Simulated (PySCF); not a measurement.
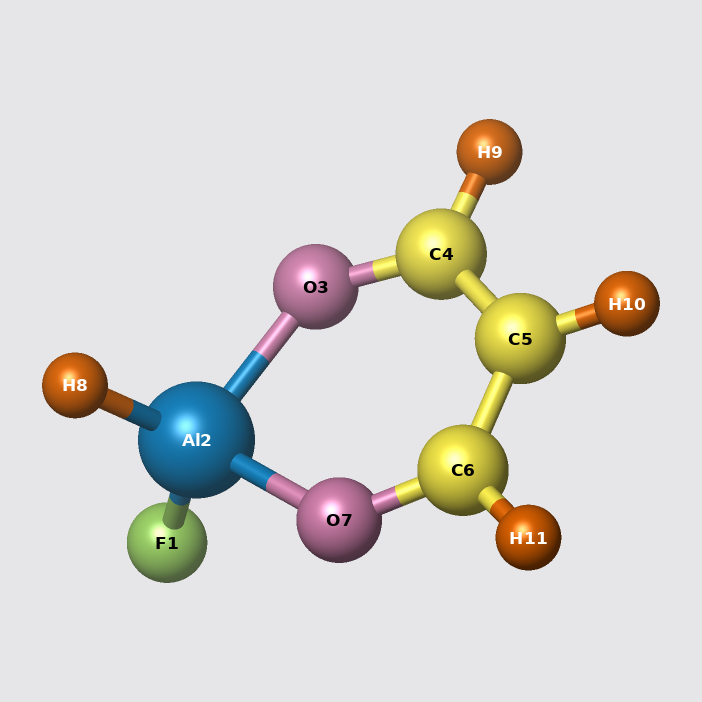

Computed geometry: GFN2-xTB optimisation. No frequency run is at hand to confirm it as a minimum. Level of theory: delta-SCF UKS SCAN, pcX-2 on the ionised atom, pcseg-1 elsewhere, spin-free X2C (PySCF 2.14.0).

Give the core-electron binding energies (to vacuum; p and d levels without spin–orbit splitting) of F1 1s, Al2 1s, Al2 2p, O3 1s, C4 1s, C5 1s.

| atom | level | binding energy (eV) |
| --- | --- | --- |
| F1 | 1s | 691.1 |
| Al2 | 1s | 1567.4 |
| Al2 | 2p | 80.8 |
| O3 | 1s | 539.0 |
| C4 | 1s | 293.8 |
| C5 | 1s | 291.2 |

The geometry is semi-empirical. Around Al such bond lengths and angles can be off by a tenth of an ångström or more and by several degrees, and values that hang on the shape move with them.
